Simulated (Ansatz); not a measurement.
# Sb2Au (Fm-3m): the cell at rest

Aim: bring Sb2Au (Fm-3m) to small forces and stress, as phonons need.

Program: Ansatz 0.2.0. Level of theory: DFT PBEsol, scalar-relativistic, plane waves, PAW; PAW set soft_1. Results are calculated unless marked as measured.

## 1. Starting point

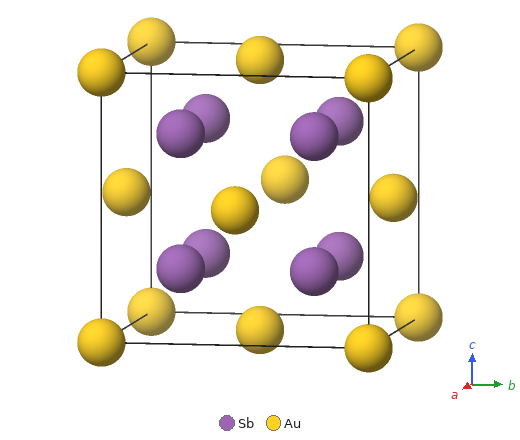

Start, viewed slightly off an axis; antimony purple, gold yellow. This picture shows the conventional cell, with its axes. Some periodic images of atoms are drawn too.

## 2. A coarse first look

First a cheap look: the gap decides the mesh and the occupations, the pressure tells how far the cell has to move.

input.yaml

```yaml
crystal:
  lattice:
    - [0.0, 3.328, 3.328]
    - [3.328, 0.0, 3.328]
    - [3.328, 3.328, 0.0]
  atoms:
    - { symbol: Sb, position: [0.25, 0.25, 0.25] }
    - { symbol: Sb, position: [0.75, 0.75, 0.75] }
    - { symbol: Au, position: [0.0, 0.0, 0.0] }
kpoints:
  mp_grid: { grid: [6, 6, 6] }
hamiltonian:
  xc: pbesol
  pseudopotentials: { kind: paw, azcp: { folder: soft_1 }, xc_functional: pbe }
scf:
  occupations: { method: gaussian, width: 0.1 }
output:
  forces: true
  stress: true
  eigenvalues: true
```

Started as:

```sh
$ ansatz run input.yaml --threads 4 --pin off --max-ram 10240MiB --backend cpu --events-out ev --progress --plain --runs-dir out
```

Numbers of over 12 decimals in the logs are rounded to 6 here.

What it wrote:

```text
Engine: ansatz 0.2.0, aarch64-unknown-linux-gnu
Pseudopotentials: kind: paw
Pseudopotential: Sb, paw, valence charge 15, recommended cutoff 420 eV (normal), soft_1/Sb.paw.azcp
Pseudopotential: Au, paw, valence charge 19, recommended cutoff 420 eV (normal), soft_1/Au.paw.azcp
Functional definition: PBEsol
  exchange = pbesol_x
  correlation = pbesol_c
Crystal: 3 atoms, lattice volume = 73.719 Å³
[...]
k-point 0: bands = [... 21 lower, 13.4346, 13.4346, 13.4346, 14.2500, 14.2500, 14.2500, 15.2517, 16.2745, ... 1 higher]
  k-point 1: bands = [... 21 lower, 11.4184, 12.7308, 12.7308, 13.7507, 14.2788, 14.2788, 15.9475, 16.9394, ... 1 higher]
  k-point 2: bands = [... 21 lower, 10.6838, 11.7648, 11.7648, 12.8563, 14.0419, 14.0419, 16.9223, 18.5440, ... 1 higher]
  k-point 15: bands = [... 21 lower, 8.4960, 9.5747, 11.6680, 14.6988, 15.1150, 17.0448, 18.0792, 18.3842, ... 1 higher]
[key lines of the parts left out:]
SCF converged after 7 iterations
Free energy (F): -25824.918255 eV
Fermi energy:    13.797819 eV
P = ⅓ Tr σ = 5.2056 GPa (52.056 kbar)
```

Wall time 0.92 s (4 threads of Arm Neoverse V2, shared host); peak memory 0.34 GiB.

This step gave:

| Item | Value |
| --- | --- |
| pressure | 5.206 GPa |
| volume per atom | 24.57 Å³ |
| gap on the k-mesh | 0 eV |

The coarse mesh shows no gap and a pressure of 5.2 GPa.

## 3. Relaxation

Harmonic phonons are second derivatives at a point where the forces vanish, and they are wanted at zero stress, so atoms and cell are relaxed first.

Changes to input.yaml since step 2:

```diff
@@ -10,3 +10,3 @@
 kpoints:
-  mp_grid: { grid: [6, 6, 6] }
+  mp_grid: { grid: [12, 12, 12] }
 hamiltonian:
@@ -20 +20,6 @@
   eigenvalues: true
+relax:
+  adjacent_minimum: "off"
+  f_tol: 0.005
+  max_steps: 80
+  cell: { stress_tol: 0.05 }
```

What it wrote:

```text
[...]
Crystal: 3 atoms, lattice volume = 73.719 Å³
Basis set: ecut = 420 eV, 1459 PW (Γ), exchange–correlation on 64×64×64 points (8 copies of the dense FFT grid, shifted against one another)
Bands: 30, of which v1, the nominal top of the filled ones, is band 25 counted from 1 (24 counted from 0)
Symmetry: 48 space group operations
[...]
k-points: 72 of 1728
[...]
SCF iter   1: F=—  HF=-25828.700608 eV  |F-HF|=—  |Δ(HF+E_count)|=         —  Δρ=1.29e-1  dr2=2.12e1  ethr=3.10e-3  ⟨swp⟩=6.7  Hψ=9344  notcnv=0
[...]
SCF iter   8: F=-25824.928984 eV  HF=-25824.928984 eV  |F-HF|=4.13e-9  |Δ(HF+E_count)|=   2.35e-9  Δρ=2.06e-6  dr2=4.75e-9  ethr=1.01e-10  ⟨swp⟩=2.2  Hψ=7082  notcnv=0
SCF 1 converged in 8 iterations: F = -25824.928984 eV  dr2 = 4.75e-9
[...]
relax step   1: F+E_penalty+E_count = -25824.92898423 eV  Δ(F+E_penalty+E_count) = +0.000e0 eV  max|allowed force component| = 4.318e-17 eV/Å  Δτ_max = 0.0000 Å  P = +5.001 GPa  Ω = 73.719 Å³  (8 SCF iters, dr2 threshold 1.00e-7 eV, accepted)
Crystal: 3 atoms, lattice volume = 83.359 Å³
Basis set: ecut = 420 eV, 1639 PW (Γ), exchange–correlation on 64×64×64 points (8 copies of the dense FFT grid, shifted against one another)
[...]
iter 1 solved again at ethr=6.26e-4 eV; its pass at ethr=3.10e-3 eV (dr2=3.07e-1 eV) is discarded
[...]
SCF iter   6: F=-25824.894639 eV  HF=-25824.894639 eV  |F-HF|=4.10e-8  |Δ(HF+E_count)|=   4.48e-7  Δρ=9.89e-6  dr2=7.86e-8  ethr=6.12e-10  ⟨swp⟩=9.4  Hψ=10763  notcnv=0
SCF 2 converged in 6 iterations: F = -25824.894639 eV  dr2 = 7.86e-8
relax step   2: F+E_penalty+E_count = -25824.89463896 eV  Δ(F+E_penalty+E_count) = +3.435e-2 eV  max|allowed force component| = 3.701e-17 eV/Å  Δτ_max = 0.0000 Å  P = -4.899 GPa  Ω = 83.359 Å³  energy of the carried Pulay correction = -1.546e-3 eV  (6 SCF iters, dr2 threshold 3.00e-7 eV, rejected (line search))
Crystal: 3 atoms, lattice volume = 78.293 Å³
Basis set: ecut = 420 eV, 1471 PW (Γ), exchange–correlation on 64×64×64 points (8 copies of the dense FFT grid, shifted against one another)
[...]
SCF iter   8: F=-25824.986571 eV  HF=-25824.986571 eV  |F-HF|=1.09e-11  |Δ(HF+E_count)|=  2.91e-11  Δρ=6.09e-8  dr2=2.07e-12  ethr=1.00e-12  ⟨swp⟩=8.4  Hψ=10865  notcnv=0
SCF 3 converged in 8 iterations: F = -25824.986571 eV  dr2 = 2.07e-12
relax step   3: F+E_penalty+E_count = -25824.98657110 eV  Δ(F+E_penalty+E_count) = -5.759e-2 eV  max|allowed force component| = 8.018e-17 eV/Å  Δτ_max = 0.0000 Å  P = -0.591 GPa  Ω = 78.293 Å³  energy of the carried Pulay correction = -7.580e-4 eV  (8 SCF iters, accepted)
[...]
relax step   4: F+E_penalty+E_count = -25824.98770683 eV  Δ(F+E_penalty+E_count) = -1.136e-3 eV  max|allowed force component| = 9.252e-17 eV/Å  Δτ_max = 0.0000 Å  P = -0.024 GPa  Ω = 77.750 Å³  energy of the carried Pulay correction = -6.704e-4 eV  (4 SCF iters, dr2 threshold 3.00e-7 eV, accepted)
Basis set: ecut = 420 eV, 1471 PW (Γ), exchange–correlation on 72×72×72 points (8 copies of the dense FFT grid, shifted against one another)
[...]
SCF iter   6: F=-25824.988340 eV  HF=-25824.988340 eV  |F-HF|=3.64e-12  |Δ(HF+E_count)|=  1.09e-11  Δρ=2.40e-8  dr2=3.74e-13  ethr=1.00e-12  ⟨swp⟩=6.0  Hψ=9141  notcnv=0
SCF 5 converged in 6 iterations: F = -25824.988340 eV  dr2 = 3.74e-13
relax step   5: F+E_penalty+E_count = -25824.98834028 eV  Δ(F+E_penalty+E_count) = -6.334e-4 eV  max|allowed force component| = 8.327e-17 eV/Å  Δτ_max = 0.0000 Å  P = -0.027 GPa  Ω = 77.750 Å³  stress off target by 2.73e-2 GPa  SCF on the basis re-selected at this cell (its energy is not comparable with the rows above)  (6 SCF iters)
basis re-selected at this cell: Δ(F+E_penalty+E_count) = -6.334e-4 eV, ΔP = -0.003 GPa vs the last step (what re-selecting the basis moved, of the pressure what is left beyond the Pulay correction that the steps carried, after the strain that the cell walked since its last selection, with what the two solves' SCF thresholds leave and, on support functions, any second-order correction that the steps lacked; it is no measure of the basis error at this ecutwfc). The dense FFT grid was sized anew with the basis: this SCF ran on 36×36×36 points, the steps before it on 32×32×32, so part of this shift can come from that change (see relax.cell in the input reference). [rest of the remark cut]
SCF converged after 6 iterations
Free energy (F): -25824.988340 eV
[...]
Internal energy: -25824.981805 eV  (E = F + TS)
E sigma→0 (E₀):  -25824.985072 eV
Entropy (-TS):   -0.006536 eV (-2.179 meV/atom)
Fermi energy:    12.704273 eV
[...]
--- Stress (GPa, compression-positive) ---
       -0.027272       0.000000       0.000000
       -0.000000      -0.027272      -0.000000
        0.000000      -0.000000      -0.027272
  P = ⅓ Tr σ = -0.0273 GPa (-0.273 kbar)
--- Band table (eV; the first three rows and the last of 72) ---
  k-point 0: bands = [... 21 lower, 12.4140, 12.4140, 12.4140, 13.2683, 13.2683, 13.2683, 13.9788, 15.3759, ... 1 higher]
  k-point 1: bands = [... 21 lower, 11.6722, 12.2152, 12.2152, 12.9634, 13.2949, 13.2949, 14.6571, 15.5364, ... 1 higher]
  k-point 2: bands = [... 21 lower, 10.5222, 11.7949, 11.7949, 12.6631, 13.2580, 13.2580, 14.9347, 16.0034, ... 1 higher]
  k-point 71: bands = [... 21 lower, 7.7645, 8.8801, 12.0411, 12.0411, 14.7391, 15.7786, 16.5023, 16.8275, ... 1 higher]
--- Relaxed structure (4 steps of the walk, 3 accepted, 1 SCFs on fresh bases) ---
  F+E_penalty+E_count = -25824.98834028 eV   max|allowed force component| = 8.327e-17 eV/Å   (the final SCF, on the basis selected at the relaxed cell)
  cell:  # Å, volume = 77.7502 Å³
    - [0, 3.387588, 3.387588]
    - [3.387588, 0, 3.387588]
    - [3.387588, 3.387588, 0]
  atoms:
    - { symbol: Sb, position: [0.250000, 0.250000, 0.250000] }
    - { symbol: Sb, position: [0.750000, 0.750000, 0.750000] }
    - { symbol: Au, position: [0, 0, 0] }
```

Wall time 13 s (4 threads); peak memory 0.46 GiB; 50 s of CPU time.

Step by step:

```
step  energy less that of the first step (eV)  largest force component (eV/Å)  pressure (GPa)  volume (Å³)
   1                                   0.0000                          0.0000            5.00        73.72
   2                                   0.0343                          0.0000           -4.90        83.36
   3                                  -0.0576                          0.0000           -0.59        78.29
   4                                  -0.0587                          0.0000           -0.02        77.75
  5*                                  -0.0594                          0.0000           -0.03        77.75
```

Relaxation steps marked * repeat the geometry before them on a plane-wave basis chosen anew for their cell, so energy and pressure can jump there. Relaxation step 2 was tried and not accepted.

The run keeps the 48 symmetry operations that it works with, so distortions that break them were not tested.

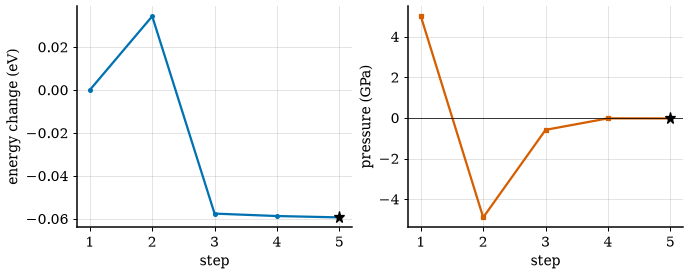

Energy and pressure along the relaxation. Stars mark steps on a basis chosen anew.

```
conventional cell, symmetrised  before  after  change
                         a (Å)   6.656  6.775  +1.8 %
                         b (Å)   6.656  6.775  +1.8 %
                         c (Å)   6.656  6.775  +1.8 %
              volume (Å³/atom)   24.57  25.92  +5.5 %
```

Final coordinates:

```xyz
3
Lattice="0.0000 3.3876 3.3876 3.3876 0.0000 3.3876 3.3876 3.3876 0.0000" Properties=species:S:1:pos:R:3 pbc="T T T"
Sb    1.6938    1.6938    1.6938
Sb    5.0814    5.0814    5.0814
Au    0.0000    0.0000    0.0000
```

Numbers from this step:

- pressure: -0.02727 GPa
- volume per atom: 25.92 Å³

In this step the volume went from 24.57 to 25.92 Å³/atom.

## 4. Relaxing to small forces for the phonons

Phonons need a cell at rest on their own settings, so the relaxation is repeated with tight tolerances on forces and stress, using the mesh and the filling of the phonon run that follows.

input.yaml, the sections that differ from step 3:

```yaml
crystal:
  lattice:
    - [0.0, 3.3875875792, 3.3875875792]
    - [3.3875875792, 0.0, 3.3875875792]
    - [3.3875875792, 3.3875875792, 0.0]
  atoms:
    - { symbol: Sb, position: [0.25, 0.25, 0.25] }
    - { symbol: Sb, position: [0.75, 0.75, 0.75] }
    - { symbol: Au, position: [0.0, 0.0, 0.0] }
scf:
  occupations: { method: methfessel_paxton, width: 0.2 }
relax:
  adjacent_minimum: "off"
  f_tol: 0.001
  max_steps: 60
  cell: { stress_tol: 0.01 }
# kpoints, hamiltonian, output: as in step 3
```

What it wrote:

```text
[...]
Crystal: 3 atoms, lattice volume = 77.750 Å³
Basis set: ecut = 420 eV, 1471 PW (Γ), exchange–correlation on 72×72×72 points (8 copies of the dense FFT grid, shifted against one another)
Bands: 30, of which v1, the nominal top of the filled ones, is band 25 counted from 1 (24 counted from 0)
[... 1 set-up line as in the run before ...]
[...]
k-points: 72 of 1728
[...]
k-point 71: bands = [... 21 lower, 7.7681, 8.8845, 12.0479, 12.0479, 14.7459, 15.7868, 16.5082, 16.8364, ... 1 higher]
--- Relaxed structure (3 steps of the walk, 2 accepted, 1 SCFs on fresh bases) ---
[...]
cell:  # Å, volume = 77.7221 Å³
    - [0, 3.387179, 3.387179]
    - [3.387179, 0, 3.387179]
    - [3.387179, 3.387179, 0]
  atoms:
    - { symbol: Sb, position: [0.25, 0.25, 0.25] }
    - { symbol: Sb, position: [0.75, 0.75, 0.75] }
    - { symbol: Au, position: [0, 0, 0] }
[key lines of the parts left out:]
SCF converged after 6 iterations
Free energy (F): -25824.985627 eV
Fermi energy:    12.705036 eV
P = ⅓ Tr σ = 0.0000 GPa (0.000 kbar)
```

It took 10 s on 4 threads; peak memory 0.46 GiB; 38 s of CPU time.

Little changed from the start: no atom moved by 0.005 Å and no cell edge by 0.1 %.

This step gave:

```
pressure        : 8.04e-6 GPa
volume per atom : 25.91 Å³
```

The forces vanish by symmetry and the pressure is 0.000 GPa, within the tolerances set. The cell now holds 25.91 Å³/atom.

## 5. Outcome

- space group after relaxation (within 0.01 Å): Fm-3m
- lattice constant a: 6.774 Å
- lattice constant b: 6.774 Å
- lattice constant c: 6.774 Å
- volume per atom: 25.9 Å³

**Reading.** The forces vanish by symmetry and the pressure is 0.000 GPa, within the tolerances set. The cell now holds 25.91 Å³/atom. The relaxation keeps the symmetry of its start, so it says nothing on stability against lower symmetry. The runs are without spin polarisation, although the cell has an odd electron count. Spin-orbit coupling is left out, which can matter for the heavy elements here. The PAW files were made for PBE and serve the other functionals too.

[Logs are printed without paths, hosts, clocks, repeated set-up lines and the standing remarks that a program may print on its own settings, such as how far it seeks lower states.]

[Hosts, paths, dates, database ids (printed as entryN), source tags and the programs' standing remarks are cut or masked in the printed files.]
